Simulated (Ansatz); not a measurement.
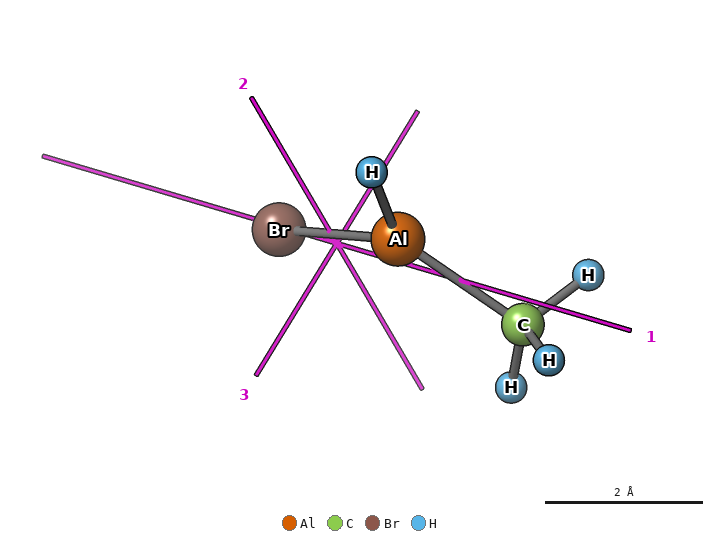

The three principal axes of inertia are drawn and numbered. Depth is shown by fading: the farther an atom, the more it takes the colour of the background. The computed structure is the end point of a PBE-D4/def2-SVP optimisation. No frequency run is at hand to confirm it as a minimum. Masses are those of the most abundant isotopes; constants are for the rigid equilibrium geometry.

Which line is the a axis (least moment of inertia), which b and which c?

a is line 1, b is line 2, c is line 3; the moments are 27.4, 226, 250 u Å².

Classify the rotor and give the rotational constants (GHz).

An asymmetric top (C1): A = 18.5, B = 2.23, C = 2.02 GHz. Ray's parameter κ is −0.97, close to the prolate limit.
